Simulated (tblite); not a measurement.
## C4H8BGa: geometry relaxation (part 1 of 4)

- system: C4H8BGa
- method: GFN2-xTB geometry optimisation, gas phase (tblite 0.8.0)

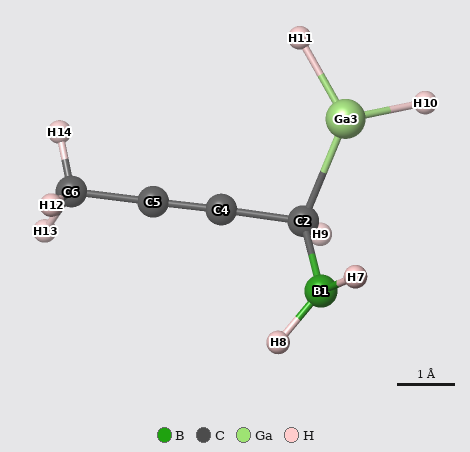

Fig. 1: The starting structure (ball-and-stick view, seen at a tilt; atoms are numbered from 1 in the order of the input). Sticks mark near contacts. Bond lengths as drawn: B–C 1.60 Å, B–H 1.19 to 1.20 Å, C–C 1.22 to 1.47 Å, C–Ga 2.03 Å, C–H 1.11 to 1.13 Å and Ga–H 1.63 to 1.65 Å.

Key numbers:

```tsv
quantity	value
outcome	converged
total energy	−407.2464 eV
hardware	1 CPU thread, shared host
wall time	0.74 s
peak memory	0.18 GiB
```

The input:
```
{"job": {"kind": "relax", "xc": "GFN2-xTB", "basis": "xTB"}, "charge": 0, "multiplicity": 1}
B     -1.510300    -1.793400    -0.034700
C     -1.172700    -0.456100     0.778100
Ga    -2.148500     1.248100     0.271000
C      0.244400    -0.136600     0.550100
C      1.425900     0.097200     0.373200
C      2.836700     0.388900     0.112700
H     -2.282800    -1.671200    -0.948600
H     -0.689100    -2.646500    -0.156000
H     -1.294000    -0.623200     1.890400
H     -3.459500     1.486500     1.208500
H     -1.471500     2.744800     0.076400
H      3.058600     0.090700    -0.948300
H      3.475800    -0.206300     0.833400
H      2.986300     1.476800     0.251600
```

The first line tells a small driver script what to run in tblite; the rest is the geometry in Å.

Command:
```bash
OMP_NUM_THREADS=1 python <driver script> task.json out
```

Output:
```
step      E/eV     max force
  0    -406.28106    1.551
  1    -406.39915    2.245
  2    -406.52671    1.757
  3    -406.60481    0.750
  4    -406.64639    0.636
  5    -406.69659    0.691
  6    -406.72260    0.511
  7    -406.74213    0.430
  8    -406.75583    0.389
  9    -406.76948    0.381
 10    -406.78014    0.267
 11    -406.78562    0.170
 12    -406.78898    0.171
 13    -406.79271    0.198
 14    -406.79721    0.212
 15    -406.80179    0.188
 16    -406.80572    0.147
 17    -406.80906    0.180
 18    -406.81279    0.221
 19    -406.81824    0.248
 20    -406.82619    0.281
 21    -406.83645    0.342
 22    -406.84930    0.327
 23    -406.86401    0.347
 24    -406.87851    0.375
 25    -406.89691    0.399
 26    -406.92195    0.521
 27    -406.93958    0.862
 28    -406.95496    0.873
 29    -406.98948    0.631
 30    -407.00780    0.411
 31    -407.03237    0.516
 32    -407.05668    0.588
 33    -407.08194    0.454
 34    -407.10647    0.391
 35    -407.12126    0.293
 36    -407.13499    0.423
 37    -407.15032    0.262
 38    -407.16185    0.232
 39    -407.16739    0.192
 40    -407.17127    0.193
 41    -407.17610    0.182
 42    -407.18119    0.168
 43    -407.18677    0.176
 44    -407.19198    0.188
 45    -407.19735    0.193
 46    -407.20112    0.159
 47    -407.20437    0.132
 48    -407.20751    0.192
 49    -407.21093    0.193
 50    -407.21385    0.141
 51    -407.21623    0.147
 52    -407.21790    0.140
 53    -407.21952    0.143
 54    -407.22143    0.122
 55    -407.22326    0.131
 56    -407.22495    0.151
 57    -407.22667    0.138
 58    -407.22863    0.135
 59    -407.23082    0.155
 60    -407.23292    0.144
 61    -407.23463    0.115
 62    -407.23572    0.068
 63    -407.23643    0.072
 64    -407.23705    0.073
 65    -407.23797    0.087
 66    -407.23922    0.094
 67    -407.24066    0.066
 68    -407.24180    0.064
 69    -407.24252    0.070
 70    -407.24313    0.070
 71    -407.24374    0.069
 72    -407.24422    0.045
 73    -407.24460    0.045
 74    -407.24495    0.054
 75    -407.24532    0.052
 76    -407.24568    0.040
 77    -407.24593    0.033
 78    -407.24607    0.032
 79    -407.24615    0.021
 80    -407.24621    0.016
 81    -407.24625    0.014
 82    -407.24629    0.016
 83    -407.24633    0.015
 84    -407.24636    0.013
 85    -407.24638    0.011
 86    -407.24640    0.010
```

Trajectory as extended XYZ (Å, eV, eV/Å), 57 of the 87 frames kept, from step=0 to step=86:
```
14
Properties=species:S:1:pos:R:3:forces:R:3 step=0 energy=-406.28106
B    -1.5103   -1.7934   -0.0347    0.6490   0.6190  -1.2660
C    -1.1727   -0.4561    0.7781    0.7540  -0.7920   0.4170
Ga   -2.1485    1.2481    0.2710   -0.0490   0.8960   0.9360
C     0.2444   -0.1366    0.5501    0.9430  -0.0150   0.0190
C     1.4259    0.0972    0.3732   -0.9820  -0.2320   0.0710
C     2.8367    0.3889    0.1127   -0.0960  -0.4400   0.0280
H    -2.2828   -1.6712   -0.9486   -0.0400  -0.4020   0.6510
H    -0.6891   -2.6465   -0.1560   -0.4450   0.1340   0.4250
H    -1.2940   -0.6232    1.8904   -0.0470   0.2760  -0.7690
H    -3.4595    1.4865    1.2085   -0.2240  -0.0050  -0.2760
H    -1.4715    2.7448    0.0764   -0.0740  -0.4650  -0.2860
H     3.0586    0.0907   -0.9483    0.0050   0.3240   1.0210
H     3.4758   -0.2063    0.8334   -0.5860   0.7410  -0.8640
H     2.9863    1.4768    0.2516    0.1930  -0.6390  -0.1060
14
Properties=species:S:1:pos:R:3:forces:R:3 step=2 energy=-406.52671
B    -1.4684   -1.7547   -0.1085    0.6710   0.3190   0.2190
C    -1.1251   -0.4980    0.7948   -0.4420   0.4970  -1.2220
Ga   -2.1492    1.2998    0.3307    0.3540  -0.2210   0.7130
C     0.2477   -0.1499    0.5610    1.7520   0.1290  -0.0430
C     1.4242    0.0942    0.3684   -1.4460  -0.3940   0.2080
C     2.8207    0.3667    0.1158   -0.7330   1.0480  -0.0270
H    -2.2881   -1.6956   -0.9112   -0.6580  -0.1180  -0.2700
H    -0.7151   -2.6399   -0.1304    0.0910  -0.2620   0.0840
H    -1.2967   -0.6080    1.8480   -0.1780  -0.1850   0.7170
H    -3.4746    1.4867    1.1915   -0.3930   0.0850  -0.0840
H    -1.4759    2.7167    0.0582    0.0560  -0.0290  -0.2500
H     3.0594    0.1088   -0.8902    0.2250  -0.2490  -0.7850
H     3.4426   -0.1647    0.7845    0.6230  -0.6190   0.7290
H     2.9976    1.4376    0.2453    0.0780  -0.0010   0.0100
14
Properties=species:S:1:pos:R:3:forces:R:3 step=3 energy=-406.60481
B    -1.4617   -1.7519   -0.1045    0.3270   0.1990  -0.1720
C    -1.1302   -0.4912    0.7805   -0.1890   0.4700  -0.4200
Ga   -2.1451    1.2962    0.3375    0.2850  -0.0960   0.6870
C     0.2566   -0.1504    0.5620    0.1620  -0.1670   0.1830
C     1.4191    0.0920    0.3691   -0.0820  -0.0470  -0.0240
C     2.8118    0.3786    0.1157   -0.0790   0.1410   0.0110
H    -2.2952   -1.6964   -0.9150   -0.3850  -0.1500  -0.0170
H    -0.7136   -2.6430   -0.1300    0.0780  -0.2150   0.1080
H    -1.2985   -0.6104    1.8567   -0.0810  -0.1100   0.0510
H    -3.4786    1.4876    1.1909   -0.3430   0.0670  -0.1040
H    -1.4752    2.7169    0.0558    0.0410  -0.0670  -0.2400
H     3.0618    0.1056   -0.8999    0.0800  -0.0900  -0.2970
H     3.4499   -0.1723    0.7934    0.1150  -0.1650   0.2000
H     2.9982    1.4381    0.2455    0.0720   0.2280   0.0340
14
Properties=species:S:1:pos:R:3:forces:R:3 step=5 energy=-406.69659
B    -1.4255   -1.7261   -0.1396   -0.3140  -0.1510  -0.2190
C    -1.1321   -0.4677    0.7529   -0.0560   0.0990   0.3450
Ga   -2.1232    1.3048    0.4105    0.0530   0.1100   0.4080
C     0.2688   -0.1671    0.5801   -0.5660  -0.1100   0.2010
C     1.4161    0.0886    0.3650    0.6430   0.2070  -0.1460
C     2.8011    0.3872    0.1153    0.5770  -0.2920  -0.0680
H    -2.3266   -1.7157   -0.9049    0.0550  -0.0930   0.1630
H    -0.7151   -2.6569   -0.1140    0.0500   0.0480   0.0280
H    -1.3064   -0.6156    1.8475   -0.0520  -0.1400  -0.4620
H    -3.5108    1.4931    1.1773   -0.2020   0.0370  -0.0950
H    -1.4729    2.7034    0.0308    0.0440  -0.0390  -0.1720
H     3.0682    0.1038   -0.9068   -0.0560   0.0390   0.0510
H     3.4512   -0.1750    0.7974   -0.1510   0.0710  -0.0610
H     3.0066    1.4428    0.2462   -0.0250   0.2160   0.0280
14
Properties=species:S:1:pos:R:3:forces:R:3 step=6 energy=-406.72260
B    -1.4147   -1.7172   -0.1587   -0.4130  -0.2110  -0.0240
C    -1.1336   -0.4581    0.7463    0.0280  -0.1180   0.2860
Ga   -2.1133    1.3118    0.4497   -0.0450   0.1920   0.2630
C     0.2726   -0.1744    0.5902   -0.2560   0.0430   0.0990
C     1.4184    0.0891    0.3618    0.4150   0.1720  -0.0960
C     2.8057    0.3877    0.1137    0.4640  -0.2070  -0.0500
H    -2.3392   -1.7258   -0.8974    0.1350  -0.0580   0.1310
H    -0.7155   -2.6613   -0.1064    0.0150   0.1750  -0.0260
H    -1.3111   -0.6203    1.8358   -0.0780  -0.1940  -0.3840
H    -3.5284    1.4961    1.1695   -0.1350   0.0300  -0.0830
H    -1.4713    2.6964    0.0168    0.0400  -0.0280  -0.1320
H     3.0703    0.1038   -0.9086   -0.0350   0.0460   0.0560
H     3.4496   -0.1751    0.7982   -0.0970   0.0540  -0.0480
H     3.0098    1.4467    0.2468   -0.0390   0.1030   0.0070
14
Properties=species:S:1:pos:R:3:forces:R:3 step=8 energy=-406.75583
B    -1.4193   -1.7155   -0.1754   -0.1790  -0.0800   0.3360
C    -1.1327   -0.4542    0.7425    0.1590  -0.1570  -0.1620
Ga   -2.1040    1.3299    0.5089   -0.0650   0.1290   0.0570
C     0.2809   -0.1765    0.6040    0.3030   0.2100  -0.0690
C     1.4278    0.0948    0.3561   -0.1360   0.0110   0.0430
C     2.8247    0.3857    0.1103   -0.0890   0.1090   0.0110
H    -2.3505   -1.7407   -0.8849   -0.0410  -0.0360  -0.0370
H    -0.7158   -2.6565   -0.0996   -0.0040   0.1960  -0.0890
H    -1.3223   -0.6383    1.8103   -0.1150  -0.2910   0.0370
H    -3.5562    1.5015    1.1562   -0.0710   0.0400  -0.0480
H    -1.4671    2.6869   -0.0065    0.0290  -0.0030  -0.0670
H     3.0734    0.1050   -0.9116    0.0760   0.0140  -0.0330
H     3.4478   -0.1759    0.8006    0.1110  -0.0470   0.0510
H     3.0125    1.4533    0.2471    0.0210  -0.0940  -0.0300
14
Properties=species:S:1:pos:R:3:forces:R:3 step=9 energy=-406.76948
B    -1.4303   -1.7196   -0.1716   -0.0200   0.0270   0.3350
C    -1.1286   -0.4563    0.7389    0.1490  -0.0430  -0.2260
Ga   -2.1023    1.3406    0.5345   -0.0240   0.0310  -0.0260
C     0.2871   -0.1717    0.6085    0.3220   0.1830  -0.0900
C     1.4339    0.0994    0.3540   -0.2420  -0.0390   0.0760
C     2.8342    0.3857    0.1088   -0.2530   0.1620   0.0370
H    -2.3549   -1.7475   -0.8807   -0.1570  -0.0400  -0.0690
H    -0.7151   -2.6483   -0.1002    0.0140   0.1110  -0.0880
H    -1.3302   -0.6552    1.7988   -0.0870  -0.2850   0.1440
H    -3.5698    1.5050    1.1493   -0.0510   0.0480  -0.0300
H    -1.4643    2.6835   -0.0182    0.0190   0.0050  -0.0340
H     3.0763    0.1059   -0.9142    0.1120   0.0080  -0.0270
H     3.4497   -0.1777    0.8031    0.1460  -0.0390   0.0340
H     3.0136    1.4555    0.2467    0.0720  -0.1290  -0.0360
14
Properties=species:S:1:pos:R:3:forces:R:3 step=11 energy=-406.78562
B    -1.4483   -1.7247   -0.1537    0.0440   0.0870   0.0100
C    -1.1182   -0.4582    0.7314   -0.0190   0.1000   0.0210
Ga   -2.1013    1.3532    0.5620    0.0190  -0.0870  -0.1040
C     0.2964   -0.1596    0.6117   -0.0440   0.0200  -0.0050
C     1.4409    0.1059    0.3532   -0.0540  -0.0120   0.0370
C     2.8396    0.3883    0.1086   -0.1040   0.0190   0.0240
H    -2.3664   -1.7575   -0.8769   -0.1450  -0.0380   0.0730
H    -0.7124   -2.6337   -0.1057    0.0300  -0.0080  -0.0550
H    -1.3426   -0.6897    1.7871    0.0250  -0.1650   0.0330
H    -3.5884    1.5118    1.1398   -0.0110   0.0520  -0.0190
H    -1.4599    2.6802   -0.0333    0.0020   0.0020   0.0080
H     3.0844    0.1080   -0.9166    0.0840   0.0180   0.0550
H     3.4568   -0.1796    0.8055    0.0590   0.0460  -0.0630
H     3.0188    1.4549    0.2449    0.1120  -0.0340  -0.0150
14
Properties=species:S:1:pos:R:3:forces:R:3 step=12 energy=-406.78898
B    -1.4512   -1.7240   -0.1488    0.0150   0.0540  -0.1060
C    -1.1163   -0.4568    0.7309   -0.0830   0.0690   0.1020
Ga   -2.1013    1.3530    0.5619    0.0050  -0.0760  -0.0940
C     0.2967   -0.1563    0.6115   -0.1500  -0.0180   0.0340
C     1.4408    0.1068    0.3543    0.0420   0.0160   0.0120
C     2.8374    0.3892    0.1093    0.0320  -0.0360   0.0060
H    -2.3715   -1.7597   -0.8749   -0.0930  -0.0310   0.1400
H    -0.7112   -2.6308   -0.1087    0.0170   0.0000  -0.0440
H    -1.3440   -0.7001    1.7864    0.0530  -0.1130  -0.0280
H    -3.5910    1.5142    1.1381    0.0040   0.0480  -0.0250
H    -1.4592    2.6801   -0.0351    0.0000  -0.0050   0.0110
H     3.0880    0.1090   -0.9154    0.0480   0.0160   0.0620
H     3.4597   -0.1786    0.8042    0.0150   0.0570  -0.0690
H     3.0224    1.4535    0.2441    0.0930   0.0180  -0.0010
14
Properties=species:S:1:pos:R:3:forces:R:3 step=14 energy=-406.79721
B    -1.4554   -1.7181   -0.1457   -0.0240  -0.0250  -0.2040
C    -1.1176   -0.4515    0.7342   -0.1110  -0.0920   0.1220
Ga   -2.1015    1.3495    0.5582   -0.0650   0.0080  -0.0460
C     0.2936   -0.1488    0.6131   -0.1380  -0.0250   0.0610
C     1.4390    0.1091    0.3581    0.1190   0.0500  -0.0100
C     2.8344    0.3909    0.1111    0.2030  -0.0530  -0.0190
H    -2.3904   -1.7674   -0.8594   -0.0130  -0.0050   0.2120
H    -0.7080   -2.6230   -0.1182   -0.0180   0.0550  -0.0420
H    -1.3442   -0.7319    1.7837    0.0690   0.0010  -0.0730
H    -3.5974    1.5232    1.1314    0.0470   0.0320  -0.0450
H    -1.4574    2.6784   -0.0392   -0.0030  -0.0350   0.0150
H     3.0994    0.1118   -0.9094   -0.0390  -0.0100  -0.0050
H     3.4679   -0.1736    0.7977   -0.0360   0.0070   0.0090
H     3.0370    1.4510    0.2422    0.0110   0.0910   0.0260
14
Properties=species:S:1:pos:R:3:forces:R:3 step=15 energy=-406.80179
B    -1.4574   -1.7140   -0.1489   -0.0170  -0.0400  -0.1520
C    -1.1207   -0.4502    0.7375   -0.0420  -0.1440   0.0470
Ga   -2.1027    1.3481    0.5573   -0.0880   0.0360  -0.0210
C     0.2912   -0.1443    0.6158   -0.0230  -0.0020   0.0390
C     1.4385    0.1113    0.3606    0.0740   0.0450   0.0000
C     2.8362    0.3919    0.1119    0.1640  -0.0120  -0.0140
H    -2.4042   -1.7733   -0.8442   -0.0210   0.0070   0.1870
H    -0.7066   -2.6167   -0.1249   -0.0170   0.0670  -0.0590
H    -1.3432   -0.7530    1.7803    0.0530   0.0450  -0.0390
H    -3.6015    1.5301    1.1254    0.0610   0.0240  -0.0520
H    -1.4563    2.6759   -0.0424   -0.0020  -0.0490   0.0170
H     3.1062    0.1133   -0.9062   -0.0740  -0.0270  -0.0570
H     3.4729   -0.1706    0.7942   -0.0330  -0.0400   0.0740
H     3.0470    1.4511    0.2415   -0.0350   0.0880   0.0320
14
Properties=species:S:1:pos:R:3:forces:R:3 step=17 energy=-406.80906
B    -1.4605   -1.7086   -0.1602    0.0220  -0.0090   0.0430
C    -1.1248   -0.4545    0.7417    0.1290  -0.0550  -0.1130
Ga   -2.1083    1.3482    0.5586   -0.0380  -0.0150  -0.0020
C     0.2901   -0.1369    0.6220    0.1610   0.0220  -0.0240
C     1.4404    0.1171    0.3647   -0.0330   0.0180   0.0270
C     2.8449    0.3943    0.1128   -0.0390   0.0500   0.0170
H    -2.4303   -1.7832   -0.8107   -0.1050   0.0100   0.0810
H    -0.7046   -2.6034   -0.1395    0.0310   0.0180  -0.1170
H    -1.3401   -0.7852    1.7733    0.0130   0.0740   0.0460
H    -3.6069    1.5427    1.1122    0.0340   0.0200  -0.0420
H    -1.4542    2.6685   -0.0482    0.0040  -0.0520   0.0170
H     3.1131    0.1141   -0.9050   -0.0900  -0.0260  -0.0610
H     3.4796   -0.1688    0.7940   -0.0210  -0.0650   0.1060
H     3.0607    1.4553    0.2420   -0.0680   0.0080   0.0220
14
Properties=species:S:1:pos:R:3:forces:R:3 step=18 energy=-406.81279
B    -1.4617   -1.7066   -0.1660    0.0190   0.0060   0.1190
C    -1.1236   -0.4586    0.7416    0.1740   0.0350  -0.1310
Ga   -2.1126    1.3478    0.5590    0.0240  -0.0690  -0.0010
C     0.2918   -0.1332    0.6249    0.1700   0.0100  -0.0420
C     1.4427    0.1211    0.3672   -0.0400   0.0110   0.0300
C     2.8499    0.3961    0.1136   -0.1140   0.0460   0.0320
H    -2.4458   -1.7878   -0.7906   -0.1280   0.0060   0.0460
H    -0.7027   -2.5962   -0.1502    0.0620  -0.0210  -0.1520
H    -1.3377   -0.7983    1.7704    0.0020   0.0880   0.0450
H    -3.6081    1.5495    1.1043   -0.0010   0.0180  -0.0280
H    -1.4530    2.6631   -0.0503    0.0090  -0.0440   0.0140
H     3.1133    0.1137   -0.9062   -0.0830  -0.0090  -0.0100
H     3.4816   -0.1697    0.7969   -0.0320  -0.0350   0.0670
H     3.0653    1.4584    0.2432   -0.0610  -0.0430   0.0110
14
Properties=species:S:1:pos:R:3:forces:R:3 step=20 energy=-406.82619
B    -1.4674   -1.7012   -0.1787   -0.0740  -0.0220   0.2020
C    -1.1086   -0.4711    0.7375    0.1200   0.2160  -0.0420
Ga   -2.1264    1.3376    0.5507    0.2130  -0.1830   0.0190
C     0.3027   -0.1211    0.6316   -0.0060  -0.0800  -0.0370
C     1.4525    0.1373    0.3780    0.0400   0.0100   0.0060
C     2.8614    0.4029    0.1190   -0.1550  -0.0300   0.0480
H    -2.5068   -1.8009   -0.7128   -0.0110  -0.0050   0.0750
H    -0.6912   -2.5727   -0.2031    0.0730  -0.0680  -0.2570
H    -1.3257   -0.8329    1.7628   -0.0050   0.1660  -0.0680
H    -3.6085    1.5746    1.0757   -0.1170  -0.0050   0.0100
H    -1.4487    2.6418   -0.0532    0.0360  -0.0120  -0.0100
H     3.1058    0.1121   -0.9081   -0.0330   0.0500   0.1650
H     3.4840   -0.1736    0.8103   -0.0740   0.0860  -0.0960
H     3.0761    1.4668    0.2484   -0.0070  -0.1210  -0.0150
14
Properties=species:S:1:pos:R:3:forces:R:3 step=22 energy=-406.84930
B    -1.4792   -1.7026   -0.1775   -0.0290  -0.1020   0.1410
C    -1.0776   -0.4810    0.7280   -0.2040   0.1230   0.0740
Ga   -2.1342    1.3063    0.5229    0.2650  -0.1080   0.0800
C     0.3202   -0.1133    0.6322   -0.2760  -0.1750   0.0080
C     1.4660    0.1583    0.3938    0.0550  -0.0010  -0.0130
C     2.8654    0.4095    0.1301    0.0240  -0.0890   0.0180
H    -2.5769   -1.8097   -0.6063    0.2200  -0.0460   0.1680
H    -0.6721   -2.5479   -0.2982   -0.1230   0.0550  -0.2890
H    -1.3050   -0.8411    1.7557   -0.0250   0.2140  -0.1420
H    -3.6038    1.6022    1.0434   -0.1610  -0.0730   0.0170
H    -1.4418    2.6139   -0.0477    0.0820   0.0190  -0.0580
H     3.0823    0.1109   -0.9020    0.0940   0.0710   0.2190
H     3.4766   -0.1765    0.8272   -0.0260   0.1520  -0.2030
H     3.0795    1.4705    0.2564    0.1050  -0.0400  -0.0190
14
Properties=species:S:1:pos:R:3:forces:R:3 step=23 energy=-406.86401
B    -1.4825   -1.7067   -0.1691    0.0130  -0.1030   0.0440
C    -1.0665   -0.4807    0.7223   -0.3280  -0.0590   0.0970
Ga   -2.1281    1.2894    0.5132    0.1320   0.0530   0.0930
C     0.3256   -0.1167    0.6299   -0.2700  -0.1450   0.0130
C     1.4691    0.1648    0.3997   -0.0280  -0.0130   0.0000
C     2.8626    0.4106    0.1355    0.1200  -0.0360   0.0000
H    -2.5947   -1.8117   -0.5656    0.2520  -0.0770   0.1940
H    -0.6676   -2.5403   -0.3438   -0.2020   0.1250  -0.2370
H    -1.2977   -0.8271    1.7520   -0.0570   0.1820  -0.0850
H    -3.6047    1.6083    1.0337   -0.0830  -0.1220  -0.0090
H    -1.4372    2.6039   -0.0450    0.0970   0.0160  -0.0690
H     3.0718    0.1120   -0.8939    0.1520   0.0330   0.0930
H     3.4703   -0.1746    0.8298    0.0630   0.0850  -0.1290
H     3.0789    1.4684    0.2592    0.1380   0.0620  -0.0050
14
Properties=species:S:1:pos:R:3:forces:R:3 step=25 energy=-406.89691
B    -1.4907   -1.7154   -0.1528    0.0060  -0.0580  -0.1560
C    -1.0630   -0.4829    0.7139   -0.1710  -0.2820  -0.0070
Ga   -2.1096    1.2686    0.5153   -0.1990   0.3430   0.0480
C     0.3269   -0.1263    0.6290    0.0170   0.0020  -0.0550
C     1.4689    0.1770    0.4124   -0.1900  -0.0500   0.0260
C     2.8618    0.4154    0.1462    0.0440   0.1170  -0.0090
H    -2.6258   -1.8294   -0.4684    0.2030  -0.1410   0.1810
H    -0.6704   -2.5132   -0.4455   -0.2470   0.1800  -0.1200
H    -1.2932   -0.8119    1.7372   -0.1680   0.0790   0.2360
H    -3.6201    1.6167    1.0077    0.1280  -0.1990  -0.0510
H    -1.4203    2.5825   -0.0528    0.1120  -0.0040  -0.0510
H     3.0701    0.1167   -0.8744    0.1640  -0.0490  -0.1980
H     3.4699   -0.1662    0.8271    0.2090  -0.1070   0.1270
H     3.0949    1.4679    0.2630    0.0920   0.1690   0.0290
```
